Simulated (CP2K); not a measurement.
# SiNH4ClO (SMILES N[SiH](O)Cl) at PM6

Aim: the vertical ionisation energy of SiNH4ClO at PM6, from 2 runs. 

The results are computed with CP2K 2026.2.

2 further runs of the same task are left out: 2 set aside as unsound or not needed.

## (1) Starting point

SiNH4ClO has 8 atoms, charge 0, and is taken as a singlet. As SMILES, `N[SiH](O)Cl`. The shape is that of a PBE0-D4/def2-TZVP optimisation. This is one conformer, not always the lowest.

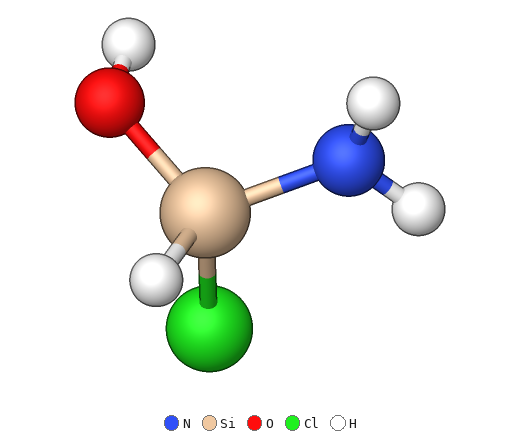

The structure, seen from a chosen angle (nitrogen blue, silicon light orange, oxygen red, chlorine green, hydrogen white).

## (2) Energy and gradient at PM6

File molecule.xyz:

```xyz
8

N     -0.749800     0.885600    -0.289000
Si     0.524400    -0.226200    -0.115300
O      0.551300    -0.861300     1.386900
Cl     0.173100    -1.641600    -1.566900
H     -1.217200     0.998000    -1.172700
H     -0.806900     1.712400     0.283000
H      1.896700     0.277200    -0.308600
H     -0.279500    -1.201200     1.726700
```

File gas.inp:

```
&global
    project gas
    run_type ENERGY_FORCE
    print_level MEDIUM
&end
&force_eval
    method QS
    &dft
        charge 0
        multiplicity 1
        &qs
            method PM6
            eps_default 1.0E-10
            &se
                &coulomb
                    cutoff [angstrom] 50
                    rc_range [angstrom] 0
                &end
                &exchange
                    cutoff [angstrom] 50
                    rc_range [angstrom] 0
                &end
            &end
        &end
        &poisson
            periodic NONE
            poisson_solver ANALYTIC
        &end
        &scf
            scf_guess ATOMIC
            eps_scf 1.0E-07
            max_scf 100
            added_mos 4
            &diagonalization
                algorithm STANDARD
            &end
            &mixing
                method DIRECT_P_MIXING
                alpha 0.4
            &end
        &end
        &print
            &moments
                periodic F
                reference COM
                max_moment 1
            &end
            &mo ON
                energies T
                occupation_numbers T
                ndigits 6
                &each
                    qs_scf 0
                &end
                add_last NUMERIC
            &end
            &hirshfeld OFF
            &end
        &end
    &end
    &subsys
        &cell
            abc [angstrom] 15.1 15.4 15.3
            periodic NONE
        &end
        &topology
            coord_file_name molecule.xyz
            coord_file_format XYZ
            &center_coordinates
            &end
        &end
    &end
    &print
        &forces ON
        &end
    &end
&end
```

The run is started by

```
$ OMP_NUM_THREADS=1 cp2k.psmp -i gas.inp > gas.out 2>&1
```

The log of the run:

```text
CP2K| version string:                                       CP2K version 2026.2
[...]
 GLOBAL| Method name                                                        CP2K
[...]
 GLOBAL| Run type                                                   ENERGY_FORCE
[...]
                             - Atoms:                                          8
[...]
                             - Spherical basis functions:                     30
[...]
 Number of electrons:                                                         26
[...]
     1 P_Mix/Diag. 0.40E+00    0.0     0.71807261       -26.2867046525 -2.63E+01
[...]
    18 DIIS/Diag.  0.39E-07    0.0     0.00000010       -31.4774803965 -3.27E-13
  *** SCF run converged in    18 steps ***
  Core-core repulsion energy [eV]:                           1419.62912550477927
  Core Hamiltonian energy [eV]:                             -1405.86521243148650
  Two-electron integral energy [eV]:                        -1740.61942996142375
  Electronic energy [eV]:                                   -2276.17492741219849
  Total energy [eV]:                                         -856.54580190741899
  Atomic reference energy [eV]:                               850.88178955927697
  Heat of formation [kcal/mol]:                              -130.61523802341705
[...]
 SE_DIPOLE| Moment [Debye]          2.08560538      -2.10833314      -0.73459922
 SE_DIPOLE| Derivative [a.u.]       0.00000000       0.00000000       0.00000000
 ENERGY| Total FORCE_EVAL ( QS ) energy [hartree]            -31.477480396537928
 FORCES| Atomic forces [hartree/bohr]
 FORCES|   Atom     x               y               z               |f|
 FORCES|      1  1.38182198E-02  4.41279050E-03 -1.19411062E-03   1.45547868E-02
 FORCES|      2  1.84373113E-02 -7.35247429E-03 -2.49307471E-02   3.18674674E-02
 FORCES|      3 -1.25043249E-02 -2.04276448E-03 -5.02825215E-03   1.36313737E-02
 FORCES|      4  2.75096423E-03  6.97433410E-03  1.07479796E-02   1.31045109E-02
 FORCES|      5 -7.20319353E-03  2.60790127E-03 -1.44023835E-03   7.79496200E-03
 FORCES|      6 -7.34297910E-03  3.10618695E-03  1.52415284E-03   8.11731368E-03
 FORCES|      7 -1.35204932E-02 -2.41881206E-03  4.88198547E-03   1.45769739E-02
 FORCES|      8  5.56449543E-03 -5.28716197E-03  1.54392303E-02   1.72420278E-02
 FORCES| Sum     1.04083409E-16  2.22044605E-16 -1.15185639E-15
 FORCES| Total atomic force                                       1.17767156E-15
[...]
```

Run time: 0.28 s. Hardware: 1 thread of Arm Neoverse V1, shared host.

## (3) The doublet cation at the same level

molecule.xyz is that of step 2.

File mol.inp:

```
&GLOBAL
  PROJECT mol
  RUN_TYPE ENERGY_FORCE
  PRINT_LEVEL MEDIUM
&END

&FORCE_EVAL
  METHOD QS
  &DFT
    CHARGE 1
    MULTIPLICITY 2
    SPIN_POLARIZED T
    &QS
      METHOD PM6
      EPS_DEFAULT 1.0E-10
      &SE
        &COULOMB
          CUTOFF [angstrom] 50
          RC_RANGE [angstrom] 0
        &END
        &EXCHANGE
          CUTOFF [angstrom] 50
          RC_RANGE [angstrom] 0
        &END
      &END
    &END
    &POISSON
      PERIODIC NONE
      POISSON_SOLVER ANALYTIC
    &END
    &SCF
      SCF_GUESS ATOMIC
      EPS_SCF 1.0E-07
      MAX_SCF 50
      &OT ON
        MINIMIZER DIIS
        PRECONDITIONER FULL_SINGLE_INVERSE
      &END
      &OUTER_SCF
        EPS_SCF 1.0E-07
        MAX_SCF 10
      &END
    &END
    &PRINT
      &MOMENTS
        PERIODIC F
        REFERENCE COM
        MAX_MOMENT 1
      &END
      &MO_CUBES
        NLUMO 3
        NHOMO -1
        WRITE_CUBE F
      &END
      &HIRSHFELD OFF
      &END
    &END
  &END
  &SUBSYS
    &CELL
      ABC [angstrom] 15.1 15.4 15.3
      PERIODIC NONE
    &END
    &TOPOLOGY
      COORD_FILE_NAME molecule.xyz
      COORD_FILE_FORMAT XYZ
      &CENTER_COORDINATES
      &END
    &END
  &END
  &PRINT
    &FORCES ON
    &END
  &END
&END
```

The run is started by

```
$ OMP_NUM_THREADS=1 cp2k.psmp -i mol.inp > mol.out 2>&1
```

The log of the run:

```text
CP2K| version string:                                       CP2K version 2026.2
[...]
 GLOBAL| Method name                                                        CP2K
[...]
 GLOBAL| Run type                                                   ENERGY_FORCE
[...]
                             - Atoms:                                          8
[...]
                             - Spherical basis functions:                     30
[...]
 Number of electrons:                                                         13
[...]
     1 OT DIIS     0.80E-01    0.0     0.15157744       -27.1452265660 -2.71E+01
[...]
    22 OT DIIS     0.80E-01    0.0     0.00000007       -31.1138172033 -4.65E-12
  *** SCF run converged in    22 steps ***
  Core-core repulsion energy [eV]:                           1419.62912550477927
  Core Hamiltonian energy [eV]:                             -1363.32542874397177
  Two-electron integral energy [eV]:                        -1805.90743984270648
  Electronic energy [eV]:                                   -2266.27914866532501
  Total energy [eV]:                                         -846.65002316054563
  Atomic reference energy [eV]:                               850.88178955927697
  Heat of formation [kcal/mol]:                                97.58685918315578
[...]
 SE_DIPOLE| Moment [Debye]          4.48044955      -6.83952825      -1.22757892
 SE_DIPOLE| Derivative [a.u.]       0.00000000       0.00000000       0.00000000
 *** WARNING in qs_scf_post_se.F:140 :: Printing of MO cube files not ***
 *** implemented for Semi-Empirical method.                           ***
 ENERGY| Total FORCE_EVAL ( QS ) energy [hartree]            -31.113817203257852
 FORCES| Atomic forces [hartree/bohr]
 FORCES|   Atom     x               y               z               |f|
 FORCES|      1 -4.24569339E-02  5.92446272E-02 -1.04730473E-02   7.36356015E-02
 FORCES|      2  9.72821587E-02 -1.04347093E-01 -1.24267033E-02   1.43201107E-01
 FORCES|      3 -2.09868754E-02  1.08562428E-02 -1.75551950E-02   2.94362331E-02
 FORCES|      4  3.78680305E-04  1.84977192E-02  1.83542101E-02   2.60611980E-02
 FORCES|      5 -1.49990061E-02  4.76320763E-03 -1.09765057E-02   1.91870271E-02
 FORCES|      6 -9.49592339E-03  1.36719090E-02  7.74949783E-03   1.83616005E-02
 FORCES|      7 -1.44576025E-02  1.05489874E-02  1.85198227E-03   1.79925885E-02
 FORCES|      8  4.73550212E-03 -1.32356002E-02  2.34757612E-02   2.73627020E-02
 FORCES| Sum    -3.60822483E-16  3.88578059E-16 -1.24900090E-16
 FORCES| Total atomic force                                       5.44780510E-16
[...]
```

Run time: 1.3 s. Hardware: 1 thread of Arm Neoverse V1, shared host.

## (4) What came out

At PM6:

```
                                                   quantity            value
                             singlet SiNH4ClO: total energy     -31.47748 Eh
                            singlet SiNH4ClO: dipole moment           3.06 D
                              singlet SiNH4ClO: HOMO energy        -10.51 eV
                              singlet SiNH4ClO: LUMO energy          0.33 eV
                            singlet SiNH4ClO: HOMO–LUMO gap         10.84 eV
singlet SiNH4ClO: heat of formation at this unrelaxed shape  -130.6 kcal/mol
                 singlet SiNH4ClO: largest force on an atom       1.639 eV/Å
                               doublet cation: total energy     -31.11382 Eh
  doublet cation: heat of formation at this unrelaxed shape    97.6 kcal/mol
                   doublet cation: largest force on an atom       7.364 eV/Å
         vertical ionisation energy (to the doublet cation)         9.896 eV
```

In words: The vertical ionisation energy comes to 9.90 eV (228 kcal/mol). The largest force (singlet SiNH4ClO) is 1.64 eV/Å: the shape isn't a stationary point for this species at this level.
